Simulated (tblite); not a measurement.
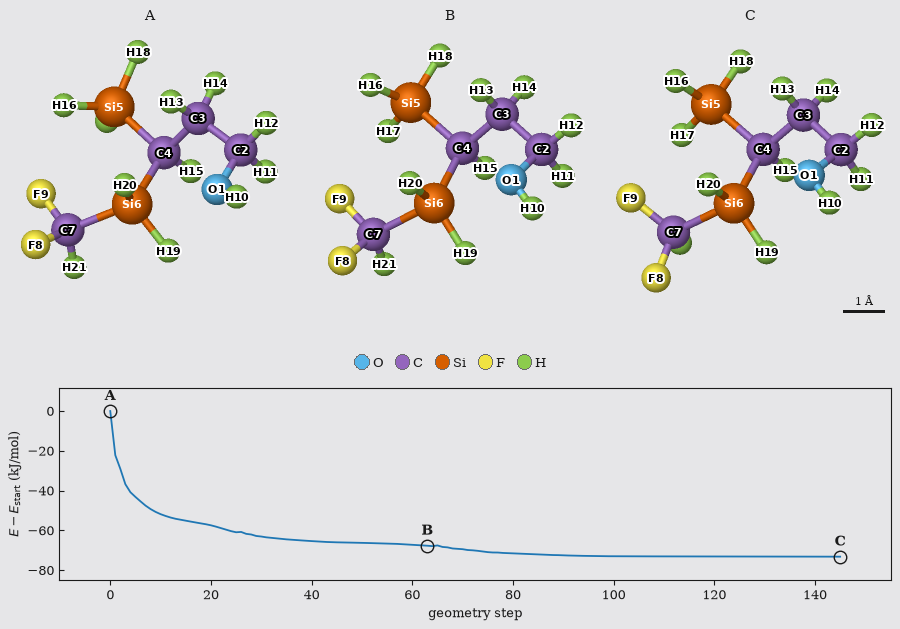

Frames of a relaxation of C4H12F2OSi2, marked on the history of the run. A ball-and-stick model, seen from a free direction.

These are results of GFN2-xTB geometry optimisation, gas phase in tblite, not measurements. 

Q: Describe the path.

A: The largest move after the best rigid fit is that of F8, 1.14 Å. By element the largest moves are F 1.14 Å, H 0.87 Å, O 0.49 Å, C 0.20 Å, Si 0.15 Å. Near-neighbour distances that change, for instance: Si6–C7 1.870 → 1.945 Å, C4–Si5 1.862 → 1.914 Å, O1–Si6 2.504 → 2.457 Å, C2–H11 1.134 → 1.097 Å. Among the angles between lasting bonds that change: C7–Si6–H20 111.1° → 101.8°, H19–Si6–H20 109.0° → 117.2°, C4–Si6–C7 112.6° → 104.7°. Groups turn about Si6–C7 by about 45°, O1–C2 by about 45°, C4–Si5 by about 25°. Over 145 geometry steps the energy falls by 73.2 kJ/mol. From step 0 to 63: H atoms move most (0.62 Å), energy −67.7 kJ/mol. From step 63 to 145: F and H atoms move most (0.65 Å), energy −5.51 kJ/mol.
